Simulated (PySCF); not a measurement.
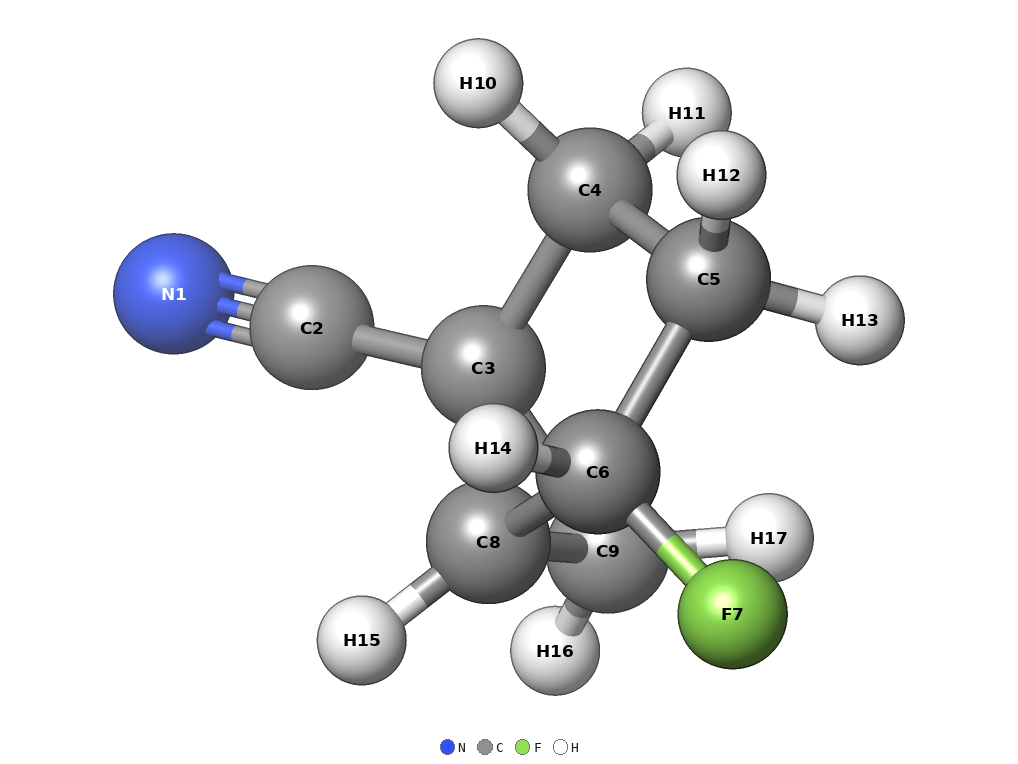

The computed structure is the end point of a GFN2-xTB optimisation. No frequency run is at hand to confirm it as a minimum. Electric field gradients from the ground-state density, PBE0/pcSseg-1 (PySCF 2.14.0), non-relativistic apart from any core potentials.

Give the largest field-gradient component, the quadrupole coupling constant and the asymmetry for 14N at N1 (Q = 20.44 mb).

| atom | V_zz (a.u.) | e²qQ/h (MHz) | η |
| --- | --- | --- | --- |
| N1 | −0.951 | −4.57 | 0.16 |
